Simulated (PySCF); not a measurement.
# C3H8BFO: NMR shifts at several levels of theory, part 1 of 2

How much do the NMR shifts of C3H8BFO (`[BH3-][O+]1CC[C@@H]1F`) depend on the level of theory, and what does each level cost?

Computed with PySCF 2.14.0, with density-fitted response routines of our own, on a single molecule in the gas phase. Atoms count from 0, in the outputs and in this text.

### Step 1. The starting structure

14 atoms, charge 0, multiplicity 1; geometry from: GFN2-xTB. The atoms were then displaced at random by about 0.01 Å, so the start is not that level's minimum.

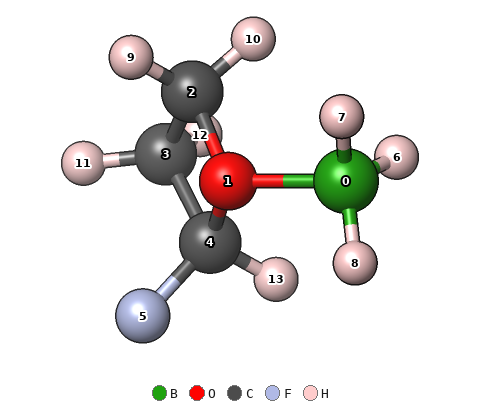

The starting geometry (boron green, oxygen red, carbon dark grey, fluorine light blue, hydrogen pink), atoms numbered.

### Step 2. Relaxing the molecule at PBE0-D3(BJ)/def2-SVP

What the job is given:

```
{"job": {"xc": "PBE0", "basis": "def2-SVP", "d3": "d3bj", "grid": 1, "shake": 0.01, "kind": "geom"}, "charge": 0, "multiplicity": 1}
B      1.888790    -0.291800     0.068520
O      0.357920     0.174170     0.553830
C     -0.383000     1.096060    -0.293310
C     -1.513360     0.131480    -0.352100
C     -0.653810    -0.807370     0.458030
F     -1.136820    -1.087250     1.702050
H      1.742890    -0.680430    -1.048610
H      2.497250     0.748860     0.131020
H      2.176300    -1.087690     0.871400
H     -0.531180     2.044070     0.239830
H      0.148810     1.258060    -1.219860
H     -2.428700     0.447190     0.199160
H     -1.843790    -0.222380    -1.345690
H     -0.328460    -1.738060     0.027970
```

Run with:

```console
$ OMP_NUM_THREADS=1 python probes_run.py task.json out
```

The driver reads the jobs from task.json and runs them one after another.

Standard output:

```text
step   0  E = -318.40047509  max force = 0.041309
step   1  E = -318.40594302  max force = 0.008571
step   2  E = -318.40617855  max force = 0.001688
step   3  E = -318.40620769  max force = 0.000912
step   4  E = -318.40623109  max force = 0.002070
step   5  E = -318.40625102  max force = 0.002524
step   6  E = -318.40626614  max force = 0.001632
step   7  E = -318.40627519  max force = 0.000611
step   8  E = -318.40627833  max force = 0.000371
optimisation converged
```

Wall time 72 s (1 thread of Arm Neoverse N1, shared host); peak memory 0.5 GiB.

Along the way:

```
step  energy from step 0 (eV)  largest force component (eV/Å)
   0                   0.0000                          2.1242
   1                  -0.1488                          0.4407
   2                  -0.1552                          0.0868
   3                  -0.1560                          0.0469
   4                  -0.1566                          0.1064
   5                  -0.1572                          0.1298
   6                  -0.1576                          0.0839
   7                  -0.1578                          0.0314
   8                  -0.1579                          0.0191
```

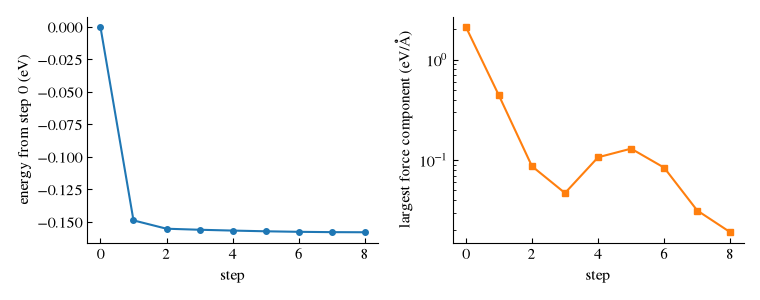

Energy and force, step by step.

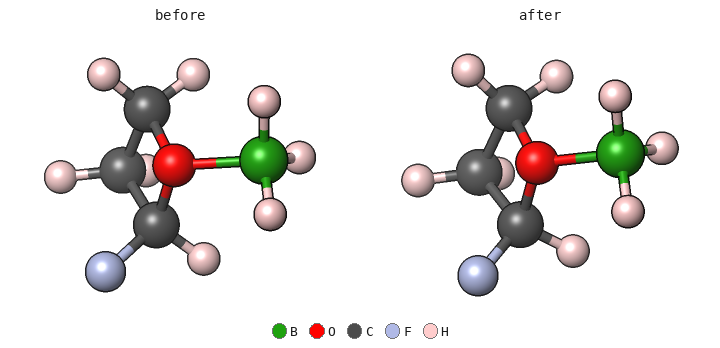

The geometry before (left) and after (right).

Close pairs (by a distance rule), those that changed most:

```
  bond  before (Å)  after (Å)  change (Å)
 B0–H8       1.166      1.219      +0.052
 B0–O1       1.672      1.628      -0.044
 C2–C3       1.487      1.528      +0.041
 B0–H6       1.192      1.229      +0.037
 C4–F5       1.364      1.335      -0.029
C4–H13       1.076      1.101      +0.026
 O1–C4       1.413      1.433      +0.020
C2–H10       1.081      1.099      +0.018
```

The next job starts from the end point, and lists it.

```
                         at the end point                value
  point group (found at 0.08 Å tolerance)                   C1
rotational constants (GHz, main isotopes)  4.963, 3.544, 2.353
                        dipole moment (D)                 5.57
```

### Step 3. Shielding tensors: PBE0/6-31G*

What the job is given:

```
{"job": {"kind": "nmr", "xc": "PBE0", "basis": "6-31G*", "pop": true}, "charge": 0, "multiplicity": 1}
B      2.581361     0.257342     0.141934
O      1.023420     0.586728     0.482353
C      0.252749     1.487783    -0.356810
C     -0.931259     0.523371    -0.306747
C      0.022166    -0.435185     0.395451
F     -0.346656    -0.841235     1.612049
H      2.543450    -0.125506    -1.025507
H      3.139137     1.328390     0.303994
H      2.863092    -0.608151     0.952059
H      0.147909     2.467888     0.125758
H      0.743793     1.583776    -1.334879
H     -1.744650     0.836692     0.360083
H     -1.332358     0.182958    -1.268468
H      0.412368    -1.292408    -0.175256
```

With the program's defaults for keys left out, this is: GIAO PBE0/6-31G* NMR shielding, non-relativistic, gas phase.

Standard output:

```text
coarse grid: 11480 points
cycle   1  E = -318.5769962476  dE =  7.219e-01  |g| = 6.269e-01  |ddm| = 3.188e+00
cycle   2  E = -318.5281118665  dE =  4.888e-02  |g| = 8.561e-01  |ddm| = 1.067e+00
cycle   3  E = -318.6585445484  dE = -1.304e-01  |g| = 7.422e-02  |ddm| = 6.061e-01
cycle   4  E = -318.6596273063  dE = -1.083e-03  |g| = 2.890e-02  |ddm| = 7.450e-02
cycle   5  E = -318.6597931479  dE = -1.658e-04  |g| = 9.440e-03  |ddm| = 2.560e-02
cycle   6  E = -318.6598099060  dE = -1.676e-05  |g| = 2.620e-03  |ddm| = 9.420e-03
cycle   7  E = -318.6598112163  dE = -1.310e-06  |g| = 6.346e-04  |ddm| = 2.380e-03
final grid: 110624 points
cycle   8  E = -318.6278283716  dE = -2.108e-05  |g| = 1.125e-02  |ddm| = 2.110e-02
cycle   9  E = -318.6278040816  dE =  2.429e-05  |g| = 1.635e-02  |ddm| = 1.784e-02
cycle  10  E = -318.6278537790  dE = -4.970e-05  |g| = 1.310e-03  |ddm| = 1.041e-02
cycle  11  E = -318.6278542063  dE = -4.273e-07  |g| = 2.734e-04  |ddm| = 1.447e-03
cycle  12  E = -318.6278542185  dE = -1.227e-08  |g| = 9.221e-05  |ddm| = 2.642e-04
cycle  13  E = -318.6278542199  dE = -1.379e-09  |g| = 1.925e-05  |ddm| = 7.308e-05
cycle  14  E = -318.6278542200  dE = -6.889e-11  |g| = 5.063e-06  |ddm| = 1.851e-05
converged SCF energy = -318.6278542200

GIAO shielding tensors (ppm)
atom      isotropic    diamagn.    paramagn.     s11        s22        s33       span
  0 B      112.808     192.258     -79.449     91.911     92.451    154.063     62.152
  1 O      257.310     394.775    -137.465    191.471    237.359    343.100    151.629
  2 C      125.555     247.382    -121.827     92.963    101.539    182.163     89.200
  3 C      167.828     253.816     -85.988    154.289    159.305    189.891     35.602
  4 C       82.021     241.231    -159.211     67.039     78.211    100.812     33.773
  5 F      313.337     469.458    -156.122    232.107    313.468    394.435    162.329
  6 H       28.694      30.536      -1.841     26.001     26.230     33.851      7.850
  7 H       28.672      29.725      -1.052     25.923     26.617     33.478      7.555
  8 H       28.504      29.903      -1.399     25.467     26.508     33.538      8.071
  9 H       27.465      28.947      -1.482     24.582     25.678     32.135      7.553
 10 H       27.664      29.390      -1.726     25.073     27.073     30.847      5.774
 11 H       29.567      30.046      -0.479     27.040     27.678     33.982      6.942
 12 H       29.566      29.853      -0.287     26.308     27.914     34.476      8.168
 13 H       26.197      29.003      -2.806     23.697     26.771     28.122      4.425
```

Wall time 14 s (1 thread of Arm Neoverse N1, shared host); peak memory 0.59 GiB.

Shifts follow as δ = σ(reference) − σ, with reference shieldings (ppm) from runs at the same level and on the same kind of geometry: 1H TMS 31.96, 13C TMS 194.1, 19F CFCl3 198.9, 17O H2O 324.2, 11B BF3·OEt2 112.3. The references are single molecules in the gas phase, so shifts against H2O, NH3, PH3, H3PO4 or CFCl3 are not on the usual liquid scales and can be off by tens of ppm. Atoms listed in one row are averaged.

```
     atoms                              environment  σ (ppm)  δ (ppm)
        C4                 sp3 CH bonded to F and O     82.0    112.1
        C2                      sp3 CH2 bonded to O    125.6     68.6
        C3                        sp3 CH2 in a ring    167.8     26.3
       H13  hydrogen on an sp3 CH bonded to F and O    26.20     5.77
        H9       hydrogen on an sp3 CH2 bonded to O    27.46     4.50
       H10       hydrogen on an sp3 CH2 bonded to O    27.66     4.30
H6, H7, H8          hydrogen on a boron bonded to O    28.62     3.34
       H12         hydrogen on an sp3 CH2 in a ring    29.57     2.40
       H11         hydrogen on an sp3 CH2 in a ring    29.57     2.40
        B0                   boron bonded to O, 3 H    112.8     -0.6
        O1           donor oxygen of a Lewis adduct    257.3     66.9
        F5                fluorine on an sp3 carbon    313.3   -114.4
```

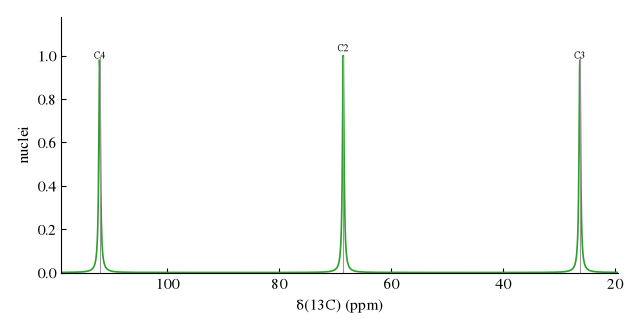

13C lines at the computed shifts, without couplings. Lines are broadened to a width of 0.34 ppm (Lorentzian).

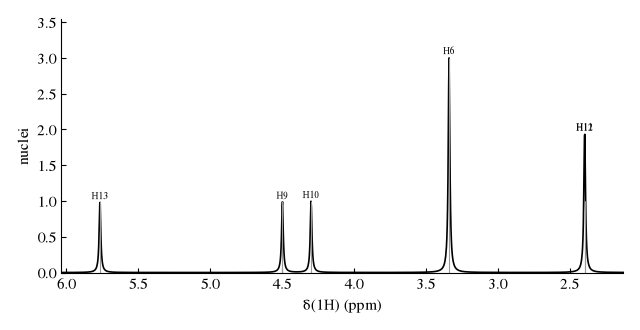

1H lines at the computed shifts, without couplings. Lines are broadened to a width of 0.01 ppm (Lorentzian).

The run also stored atomic charges by several schemes (e):

```
atoms  Mulliken    IAO  Hirshfeld  ESP fit
   B0     -0.07  -0.29      -0.07    -0.12
   O1     -0.46  -0.19       0.01    -0.09
   C2     -0.06  -0.05       0.05     0.08
   C3     -0.51  -0.31      -0.06    -0.35
   C4      0.50   0.38       0.16     0.34
   F5     -0.29  -0.27      -0.08    -0.17
```

IAO charges:

B0 -0.29; O1 -0.19; C2 -0.05; C3 -0.31; C4 0.38; F5 -0.27; H6 -0.05; H7 -0.02; H8 -0.02; H9 0.17; H10 0.17; H11 0.17; H12 0.16; H13 0.16

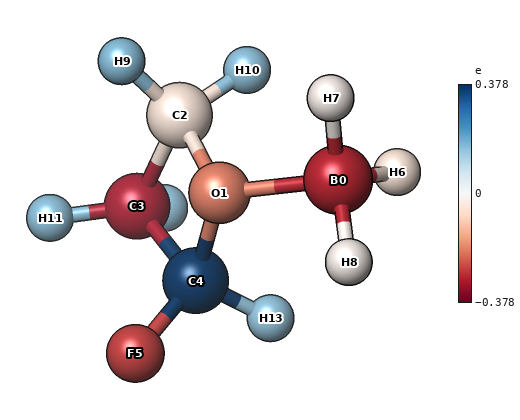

IAO charges, as colours on the atoms.

Mayer bond orders: B0–O1 0.47, O1–C2 0.82, C2–C3 0.98, C3–C4 0.96, C4–F5 0.98, C4–O1 0.82.

Ring of atoms O1, C2, C3, C4: NICS(0) -4.9, NICS(1) -0.6, NICS(1)zz 1.6 ppm (means of both faces). The ring holds saturated atoms, so no π current runs round it: these values come from its σ bonds, any local π bonds and neighbouring rings, and say nothing of aromaticity.

### Step 4. Shielding tensors: PBE0/6-311+G(2d,p)

Same as in step 3 but for these lines:

```diff
@@ -1,2 +1,2 @@
-{"job": {"kind": "nmr", "xc": "PBE0", "basis": "6-31G*", "pop": true}, "charge": 0, "multiplicity": 1}
+{"job": {"kind": "nmr", "xc": "PBE0", "basis": "6-311+G(2d,p)", "pop": true}, "charge": 0, "multiplicity": 1}
 B      2.581361     0.257342     0.141934
```

With the program's defaults for keys left out, this is: GIAO PBE0/6-311+G(2d,p) NMR shielding, non-relativistic, gas phase.

Standard output:

```text
coarse grid: 11480 points
cycle   1  E = -318.6426725496  dE =  7.316e-01  |g| = 6.330e-01  |ddm| = 3.140e+00
cycle   2  E = -318.5878313842  dE =  5.484e-02  |g| = 8.914e-01  |ddm| = 1.255e+00
cycle   3  E = -318.7221111639  dE = -1.343e-01  |g| = 8.719e-02  |ddm| = 6.022e-01
cycle   4  E = -318.7234135121  dE = -1.302e-03  |g| = 3.668e-02  |ddm| = 8.895e-02
cycle   5  E = -318.7236624767  dE = -2.490e-04  |g| = 1.117e-02  |ddm| = 2.840e-02
cycle   6  E = -318.7236835014  dE = -2.102e-05  |g| = 3.635e-03  |ddm| = 1.074e-02
cycle   7  E = -318.7236858365  dE = -2.335e-06  |g| = 7.207e-04  |ddm| = 2.885e-03
final grid: 110624 points
cycle   8  E = -318.7312363245  dE = -5.242e-05  |g| = 1.249e-02  |ddm| = 5.959e-02
cycle   9  E = -318.7312027831  dE =  3.354e-05  |g| = 1.885e-02  |ddm| = 1.695e-02
cycle  10  E = -318.7312628016  dE = -6.002e-05  |g| = 1.626e-03  |ddm| = 1.076e-02
cycle  11  E = -318.7312634074  dE = -6.058e-07  |g| = 3.728e-04  |ddm| = 1.849e-03
cycle  12  E = -318.7312634305  dE = -2.310e-08  |g| = 1.544e-04  |ddm| = 3.188e-04
cycle  13  E = -318.7312634343  dE = -3.748e-09  |g| = 2.803e-05  |ddm| = 1.125e-04
cycle  14  E = -318.7312634344  dE = -1.166e-10  |g| = 7.032e-06  |ddm| = 2.622e-05
converged SCF energy = -318.7312634344

GIAO shielding tensors (ppm)
atom      isotropic    diamagn.    paramagn.     s11        s22        s33       span
  0 B      103.945     187.653     -83.707     81.321     81.879    148.636     67.314
  1 O      241.366     392.822    -151.456    167.899    219.119    337.080    169.181
  2 C      114.240     240.850    -126.610     78.457     89.465    174.797     96.340
  3 C      159.410     246.176     -86.766    144.276    150.684    183.268     38.992
  4 C       69.122     244.619    -175.496     53.755     65.372     88.239     34.485
  5 F      298.583     464.495    -165.912    209.064    306.444    380.240    171.176
  6 H       28.362      28.704      -0.342     25.549     26.256     33.280      7.731
  7 H       28.430      29.033      -0.603     25.625     26.572     33.094      7.469
  8 H       28.228      28.611      -0.383     25.236     26.339     33.111      7.875
  9 H       26.989      30.090      -3.101     24.199     25.291     31.477      7.278
 10 H       27.177      29.314      -2.136     24.911     26.577     30.043      5.132
 11 H       29.062      30.245      -1.184     26.621     27.185     33.379      6.758
 12 H       28.955      30.874      -1.918     25.637     27.287     33.941      8.304
 13 H       25.715      29.918      -4.203     23.403     26.436     27.306      3.904
```

Run time: 37 s. Hardware: 1 thread of Arm Neoverse N1, shared host; peak memory 0.97 GiB.

This run: δ C4 117.3, C2 72.2, C3 27.0, B0 -1.5, H13 5.80, H9 4.52 ppm.

### Step 5. Nuclear shieldings: PBE0/def2-SVP

Same as in step 4 but for these lines:

```diff
@@ -1,2 +1,2 @@
-{"job": {"kind": "nmr", "xc": "PBE0", "basis": "6-311+G(2d,p)", "pop": true}, "charge": 0, "multiplicity": 1}
+{"job": {"kind": "nmr", "xc": "PBE0", "basis": "def2-SVP", "pop": true}, "charge": 0, "multiplicity": 1}
 B      2.581361     0.257342     0.141934
```

Method: GIAO PBE0/def2-SVP NMR shielding, non-relativistic, gas phase.

Standard output:

```text
coarse grid: 11480 points
cycle   1  E = -318.2629653211  dE =  6.896e-01  |g| = 6.175e-01  |ddm| = 3.606e+00
cycle   2  E = -318.2163274764  dE =  4.664e-02  |g| = 8.379e-01  |ddm| = 1.267e+00
cycle   3  E = -318.3431077617  dE = -1.268e-01  |g| = 7.289e-02  |ddm| = 7.013e-01
cycle   4  E = -318.3441065427  dE = -9.988e-04  |g| = 2.937e-02  |ddm| = 8.165e-02
cycle   5  E = -318.3442840119  dE = -1.775e-04  |g| = 8.883e-03  |ddm| = 2.823e-02
cycle   6  E = -318.3442985052  dE = -1.449e-05  |g| = 2.867e-03  |ddm| = 9.750e-03
cycle   7  E = -318.3443000796  dE = -1.574e-06  |g| = 5.978e-04  |ddm| = 2.862e-03
final grid: 110624 points
cycle   8  E = -318.3977191749  dE = -2.662e-05  |g| = 1.123e-02  |ddm| = 2.760e-02
cycle   9  E = -318.3976929143  dE =  2.626e-05  |g| = 1.660e-02  |ddm| = 1.853e-02
cycle  10  E = -318.3977438223  dE = -5.091e-05  |g| = 1.263e-03  |ddm| = 1.106e-02
cycle  11  E = -318.3977442281  dE = -4.058e-07  |g| = 2.581e-04  |ddm| = 1.521e-03
cycle  12  E = -318.3977442390  dE = -1.082e-08  |g| = 9.194e-05  |ddm| = 2.987e-04
cycle  13  E = -318.3977442404  dE = -1.442e-09  |g| = 1.838e-05  |ddm| = 8.851e-05
cycle  14  E = -318.3977442405  dE = -5.980e-11  |g| = 4.729e-06  |ddm| = 1.991e-05
converged SCF energy = -318.3977442405

GIAO shielding tensors (ppm)
atom      isotropic    diamagn.    paramagn.     s11        s22        s33       span
  0 B      112.543     191.746     -79.203     91.143     91.553    154.934     63.790
  1 O      261.408     397.614    -136.206    195.854    240.084    348.286    152.432
  2 C      125.574     248.072    -122.499     91.249    100.228    185.244     93.995
  3 C      169.755     255.151     -85.396    156.024    160.460    192.782     36.758
  4 C       80.662     245.646    -164.984     64.566     76.000    101.419     36.854
  5 F      319.061     467.993    -148.932    239.397    315.096    402.689    163.292
  6 H       28.367      30.839      -2.472     25.603     25.967     33.531      7.928
  7 H       28.268      29.350      -1.082     25.420     26.190     33.194      7.774
  8 H       28.083      29.784      -1.701     25.021     26.021     33.207      8.186
  9 H       27.046      28.929      -1.882     24.276     24.976     31.887      7.611
 10 H       27.267      30.294      -3.027     24.851     26.446     30.503      5.651
 11 H       29.153      30.542      -1.389     26.321     27.315     33.823      7.501
 12 H       29.150      30.971      -1.821     25.596     27.543     34.311      8.715
 13 H       26.005      31.478      -5.474     23.552     26.647     27.815      4.263
```

Wall time 16 s (1 thread of Arm Neoverse N1, shared host); peak memory 0.68 GiB.

Key values: δ C4 113.1, C2 68.1, C3 24.0, B0 -1.9, H13 5.34, H9 4.30 ppm.

### Step 6. Nuclear shieldings: PBE0/def2-TZVP

Same as in step 5 but for these lines:

```diff
@@ -1,2 +1,2 @@
-{"job": {"kind": "nmr", "xc": "PBE0", "basis": "def2-SVP", "pop": true}, "charge": 0, "multiplicity": 1}
+{"job": {"kind": "nmr", "xc": "PBE0", "basis": "def2-TZVP", "pop": true}, "charge": 0, "multiplicity": 1}
 B      2.581361     0.257342     0.141934
```

With the program's defaults for keys left out, this is: GIAO PBE0/def2-TZVP NMR shielding, non-relativistic, gas phase.

Standard output:

```text
coarse grid: 11480 points
cycle   1  E = -318.6821203245  dE =  7.220e-01  |g| = 6.396e-01  |ddm| = 2.607e+00
cycle   2  E = -318.6269270025  dE =  5.519e-02  |g| = 8.983e-01  |ddm| = 9.693e-01
cycle   3  E = -318.7619358963  dE = -1.350e-01  |g| = 8.687e-02  |ddm| = 5.465e-01
cycle   4  E = -318.7632158255  dE = -1.280e-03  |g| = 3.762e-02  |ddm| = 7.297e-02
cycle   5  E = -318.7634779891  dE = -2.622e-04  |g| = 1.124e-02  |ddm| = 2.613e-02
cycle   6  E = -318.7634994544  dE = -2.147e-05  |g| = 3.501e-03  |ddm| = 9.168e-03
cycle   7  E = -318.7635016450  dE = -2.191e-06  |g| = 7.147e-04  |ddm| = 2.661e-03
final grid: 110624 points
cycle   8  E = -318.7613657167  dE = -7.135e-05  |g| = 1.210e-02  |ddm| = 5.034e-02
cycle   9  E = -318.7613358266  dE =  2.989e-05  |g| = 1.807e-02  |ddm| = 1.440e-02
cycle  10  E = -318.7613910013  dE = -5.517e-05  |g| = 1.616e-03  |ddm| = 9.222e-03
cycle  11  E = -318.7613915975  dE = -5.961e-07  |g| = 3.607e-04  |ddm| = 1.605e-03
cycle  12  E = -318.7613916193  dE = -2.185e-08  |g| = 1.555e-04  |ddm| = 3.258e-04
cycle  13  E = -318.7613916231  dE = -3.802e-09  |g| = 2.924e-05  |ddm| = 1.161e-04
cycle  14  E = -318.7613916232  dE = -1.270e-10  |g| = 7.035e-06  |ddm| = 2.399e-05
converged SCF energy = -318.7613916232

GIAO shielding tensors (ppm)
atom      isotropic    diamagn.    paramagn.     s11        s22        s33       span
  0 B      103.726     192.233     -88.507     80.832     81.341    149.006     68.174
  1 O      242.543     377.616    -135.074    169.959    221.216    336.453    166.494
  2 C      113.159     246.948    -133.789     77.372     87.977    174.128     96.757
  3 C      159.322     249.060     -89.739    144.481    150.674    182.810     38.329
  4 C       67.153     242.988    -175.835     51.376     63.358     86.726     35.351
  5 F      297.765     466.385    -168.620    206.654    306.706    379.935    173.281
  6 H       28.376      30.378      -2.002     25.510     26.372     33.246      7.736
  7 H       28.391      29.372      -0.980     25.559     26.557     33.058      7.498
  8 H       28.198      29.673      -1.475     25.176     26.320     33.098      7.922
  9 H       26.996      29.200      -2.205     24.206     25.333     31.448      7.241
 10 H       27.170      29.946      -2.776     24.874     26.553     30.082      5.208
 11 H       29.047      30.252      -1.205     26.563     27.187     33.391      6.828
 12 H       28.943      30.284      -1.341     25.620     27.274     33.935      8.315
 13 H       25.776      30.710      -4.934     23.538     26.465     27.326      3.788
```

It took 45 s on 1 thread of Arm Neoverse N1, shared host; peak memory 0.96 GiB.

In short: δ C4 119.5, C2 73.5, C3 27.3, B0 -1.1, H13 5.70, H9 4.49 ppm.

### Step 7. NMR shieldings: PBE0/cc-pVDZ

Same as in step 6 but for these lines:

```diff
@@ -1,2 +1,2 @@
-{"job": {"kind": "nmr", "xc": "PBE0", "basis": "def2-TZVP", "pop": true}, "charge": 0, "multiplicity": 1}
+{"job": {"kind": "nmr", "xc": "PBE0", "basis": "cc-pVDZ", "pop": true}, "charge": 0, "multiplicity": 1}
 B      2.581361     0.257342     0.141934
```

With the program's defaults for keys left out, this is: GIAO PBE0/cc-pVDZ NMR shielding, non-relativistic, gas phase.

Standard output:

```text
coarse grid: 11480 points
cycle   1  E = -318.5588514092  dE =  7.618e-01  |g| = 6.181e-01  |ddm| = 6.487e+00
cycle   2  E = -318.5100358346  dE =  4.882e-02  |g| = 8.461e-01  |ddm| = 2.112e+00
cycle   3  E = -318.6384084142  dE = -1.284e-01  |g| = 7.479e-02  |ddm| = 1.112e+00
cycle   4  E = -318.6394862231  dE = -1.078e-03  |g| = 3.008e-02  |ddm| = 1.587e-01
cycle   5  E = -318.6396678376  dE = -1.816e-04  |g| = 9.497e-03  |ddm| = 4.980e-02
cycle   6  E = -318.6396846987  dE = -1.686e-05  |g| = 2.816e-03  |ddm| = 1.607e-02
cycle   7  E = -318.6396862323  dE = -1.534e-06  |g| = 6.254e-04  |ddm| = 4.215e-03
final grid: 110624 points
cycle   8  E = -318.6499020481  dE = -2.671e-05  |g| = 1.102e-02  |ddm| = 5.878e-02
cycle   9  E = -318.6498787702  dE =  2.328e-05  |g| = 1.599e-02  |ddm| = 3.466e-02
cycle  10  E = -318.6499266182  dE = -4.785e-05  |g| = 1.383e-03  |ddm| = 1.937e-02
cycle  11  E = -318.6499270969  dE = -4.787e-07  |g| = 2.833e-04  |ddm| = 2.654e-03
cycle  12  E = -318.6499271103  dE = -1.340e-08  |g| = 1.004e-04  |ddm| = 4.413e-04
cycle  13  E = -318.6499271120  dE = -1.669e-09  |g| = 2.011e-05  |ddm| = 1.382e-04
cycle  14  E = -318.6499271120  dE = -7.458e-11  |g| = 5.323e-06  |ddm| = 3.366e-05
converged SCF energy = -318.6499271120

GIAO shielding tensors (ppm)
atom      isotropic    diamagn.    paramagn.     s11        s22        s33       span
  0 B      113.477     193.569     -80.093     91.873     92.374    156.183     64.310
  1 O      257.605     387.023    -129.418    189.573    236.829    346.413    156.841
  2 C      126.522     248.186    -121.664     93.047    100.227    186.291     93.243
  3 C      169.595     252.496     -82.901    154.546    161.062    193.177     38.631
  4 C       82.126     246.574    -164.448     66.510     76.900    102.969     36.460
  5 F      310.268     469.385    -159.117    228.992    312.537    389.275    160.284
  6 H       28.280      30.887      -2.607     25.550     26.000     33.290      7.741
  7 H       28.174      29.445      -1.271     25.345     26.152     33.024      7.679
  8 H       27.997      29.920      -1.923     24.927     25.990     33.074      8.147
  9 H       26.872      29.176      -2.304     24.094     24.942     31.580      7.487
 10 H       27.122      30.336      -3.213     24.784     26.371     30.211      5.427
 11 H       29.012      30.314      -1.302     26.388     27.212     33.436      7.048
 12 H       28.944      30.787      -1.844     25.512     27.423     33.896      8.384
 13 H       25.828      31.487      -5.659     23.445     26.501     27.539      4.093
```

It took 18 s on 1 thread of Arm Neoverse N1, shared host; peak memory 0.7 GiB.

This run: δ C4 114.6, C2 70.2, C3 27.2, B0 0.3, H13 5.46, H9 4.42 ppm.

(Continued in part 2 of 2.)
